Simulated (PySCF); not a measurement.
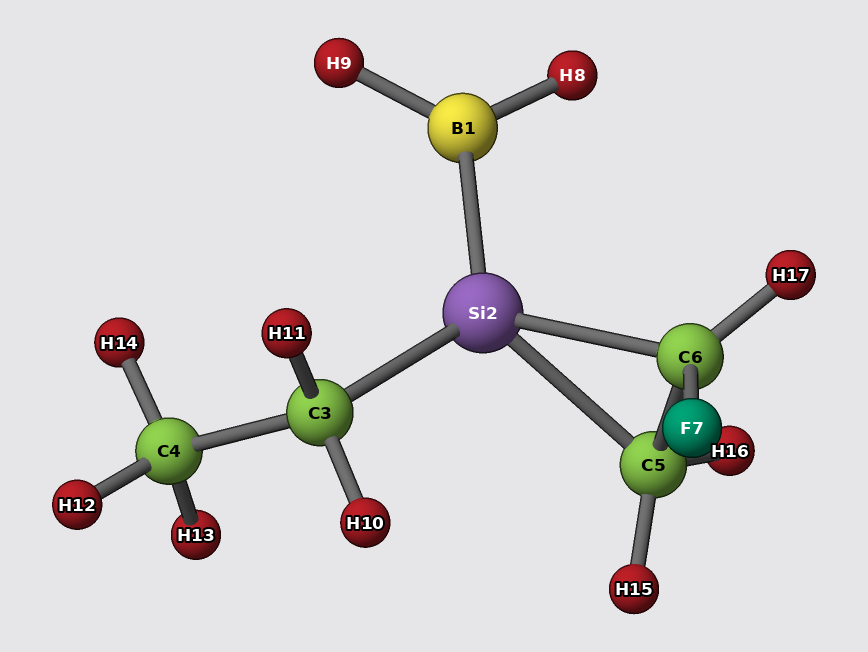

The questions are on isotropic NMR shieldings of the H atoms. The geometry was computed by an optimisation with GFN2-xTB. No frequency run is at hand to confirm it as a minimum. Method: GIAO PBE0/pcSseg-1 NMR shielding, non-relativistic, gas phase (PySCF 2.14.0).

Question: Which H atom is the most shielded (lowest chemical shift)?

Answer: H10 (31.20 ppm).

Question: Which H atom is the least shielded (highest chemical shift)?

Answer: H9 (21.74 ppm).

Question: How wide is the range of H shifts?

Answer: 9.46 ppm.

List the isotropic NMR shieldings of the H atoms.

```tsv
atom	σ (ppm)
H8	21.80
H9	21.74
H10	31.20
H11	30.38
H12	30.12
H13	30.52
H14	30.17
H15	29.97
H16	29.89
H17	25.75
```

The geometry is semi-empirical. Around B, Si such bond lengths and angles can be off by a tenth of an ångström or more and by several degrees, and values that hang on the shape move with them.
